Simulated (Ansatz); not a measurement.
## What Pb → Os does to CsPbBr3

The reference is CsPbBr$_{3}$ in the cubic perovskite structure (space group Pm-3m, No. 221; a = 5.872 Å).

Perturbation: full substitution Pb → Os, then cell and atoms are relaxed.

The values are results of PBEsol in Ansatz (plane waves to 420 eV, PAW, without spin-orbit coupling), not measurements. Γ-centred 9×9×9 mesh, Fermi–Dirac width 0.05 eV, for the changed cell.

| quantity | base | changed | shift |
|---|---|---|---|
| volume per atom | 40.50 Å³ | 27.62 Å³ | -12.88 Å³ |
| density | 4.76 g/cm³ | 6.77 g/cm³ | +2.01 g/cm³ |
| lattice parameter a | 5.872 Å | 5.169 Å | -0.703 Å |
| space group | Pm-3m (No. 221) | Pm-3m (No. 221) | – |
| shortest interatomic distance | 2.936 Å | 2.584 Å | -0.352 Å |
| band gap | 1.43 eV | zero | – |
| magnetic state | not spin-polarised | ferromagnetic | – |
| largest site moment | 0.00 μB | 1.23 μB | +1.23 μB |

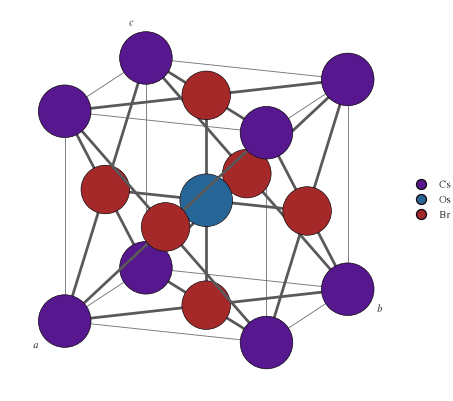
Fig. 1. The relaxed conventional cell after the change

The magnetic state is the one reached from the starting moments; the real material's order can differ, and small cells can't hold many antiferromagnetic ones. Spin-orbit coupling, missing from the scalar runs, can matter with Pb. No phonon test of stability was made. As relaxed here, CsOsBr3 is a hypothetical phase, not in the database extracts checked. No Hubbard U is applied, and correlation can decide whether such a compound is a metal. Many cubic perovskites are stable only at high temperature; tilts and polar distortions were not tested. This is not the structure that CsPbBr3 has at room temperature and ambient pressure.

Ansatz is an electronic-structure program.
